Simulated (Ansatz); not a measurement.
# CdO5: the cost of one run

Method: DFT PBE, scalar-relativistic, plane waves, PAW, in Ansatz 0.2.0.

### Step 1. The system as given

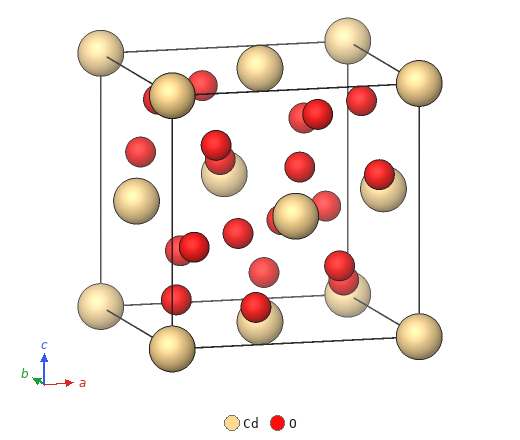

The starting structure, seen slightly off an axis (cadmium orange, oxygen red). Atoms on the faces are drawn again on the opposite ones. The cell drawn here is the conventional one.

As a file:

```
CELL_PARAMETERS angstrom
0.00000 3.26394 3.26394
3.26394 0.00000 3.26394
3.26394 3.26394 0.00000
ATOMIC_POSITIONS crystal
Cd 0.00000 0.00000 0.00000
O 0.25000 0.25000 0.25000
O 0.12500 0.62500 0.62500
O 0.62500 0.62500 0.62500
O 0.62500 0.12500 0.62500
O 0.62500 0.62500 0.12500
```

Recipe of the guess: species swapped into a database cell of ZrCu5 (F-43m, No. 216), with Cd on the Zr sites and O on the Cu sites. The dimensions are guesses.

### Step 2. Probe: one point on a coarse mesh

Input file input.yaml:

```yaml
crystal:
  lattice:
    - [0.0, 3.2639355, 3.2639355]
    - [3.2639355, 0.0, 3.2639355]
    - [3.2639355, 3.2639355, 0.0]
  atoms:
    - { symbol: Cd, position: [0.0, 0.0, 0.0] }
    - { symbol: O, position: [0.25, 0.25, 0.25] }
    - { symbol: O, position: [0.125, 0.625, 0.625] }
    - { symbol: O, position: [0.625, 0.625, 0.625] }
    - { symbol: O, position: [0.625, 0.125, 0.625] }
    - { symbol: O, position: [0.625, 0.625, 0.125] }
basis:
  ecutwfc: 420
kpoints:
  mp_grid: { grid: [4, 4, 4] }
hamiltonian:
  xc: pbe
scf:
  occupations: { method: gaussian, width: 0.1 }
  lower_state_search: "off"
output:
  forces: true
  stress: true
  eigenvalues: true
```

Launch:

```bash
ansatz run input.yaml --threads 1 --pin off --max-ram 2560MiB --backend cpu --events-out ev --progress --plain --runs-dir out
```

What time and memory should one allow on 1 thread of Intel Xeon at 2.70GHz, shared host?

About 1.6 s, with a peak of 0.34 GiB.
